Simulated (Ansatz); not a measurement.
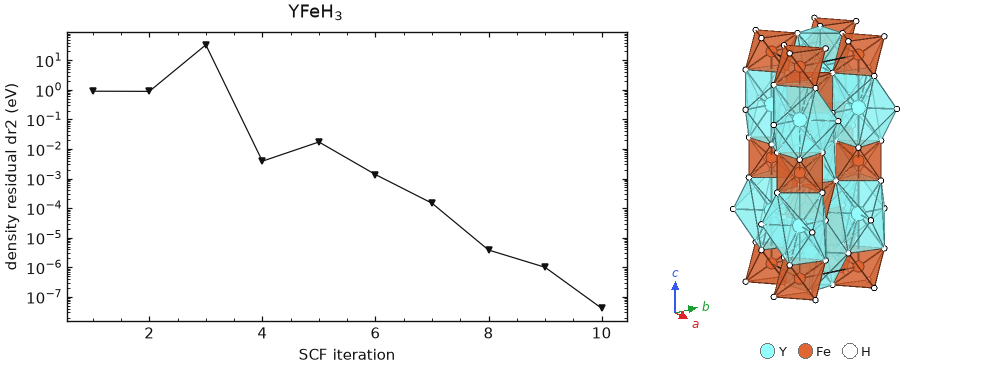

Beside the plot: the structure in its conventional cell.

The plot shows the SCF iterations of a calculation: density residual dr2. The starting density is a sum of atomic densities corrected by a trained network.

YFeH3 (10 atoms in the cell), run with Ansatz.

```
crystal:
  lattice:
    - [2.685378, 1.550402, 4.351912]
    - [-2.685378, 1.550402, 4.351912]
    - [0.0, -3.100804, 4.351912]
  atoms:
    - { symbol: "Y", position: [0.25, 0.25, 0.25] }
    - { symbol: "Y", position: [0.75, 0.75, 0.75] }
    - { symbol: Fe, position: [0.0, 0.0, 0.0] }
    - { symbol: Fe, position: [0.5, 0.5, 0.5] }
    - { symbol: H, position: [0.30786, 0.19204, 0.75] }
    - { symbol: H, position: [0.75, 0.30786, 0.19204] }
    - { symbol: H, position: [0.19204, 0.75, 0.30786] }
    - { symbol: H, position: [0.69214, 0.80796, 0.25] }
    - { symbol: H, position: [0.25, 0.69214, 0.80796] }
    - { symbol: H, position: [0.80796, 0.25, 0.69214] }
  symmetry: { tolerance: 0.0003 }
kpoints:
  mp_grid: { grid: [4, 4, 4], shift: [0, 0, 0] }
magnetization:
  spin_polarized: false
scf:
  occupations: { method: fermi_dirac }
hamiltonian:
  pseudopotentials: { kind: paw }
  xc: r2scan
  dispersion: d3bj
basis:
  ecutwfc: "250 eV"
output:
  forces: true
  stress: true
  eigenvalues: true
```

Command:
```bash
ansatz run input.yaml --threads 1 --pin off --max-ram 2560MiB --backend cpu --events-out ev --progress --plain --runs-dir out
```

Was self-consistency reached?

Answer. Converged, in 10 iterations. The residual falls unevenly and jumps up by a factor of two or more twice on the way down, most sharply at step 3 (by a factor of about 40).

What is the residual at the start and at the end?

Answer. It starts near 0.9 and ends near 4 × 10⁻⁸ eV.

Is anything amiss with this input?

Answer. The cutoff lies under the one recommended for these potentials, so the energies aren't converged.
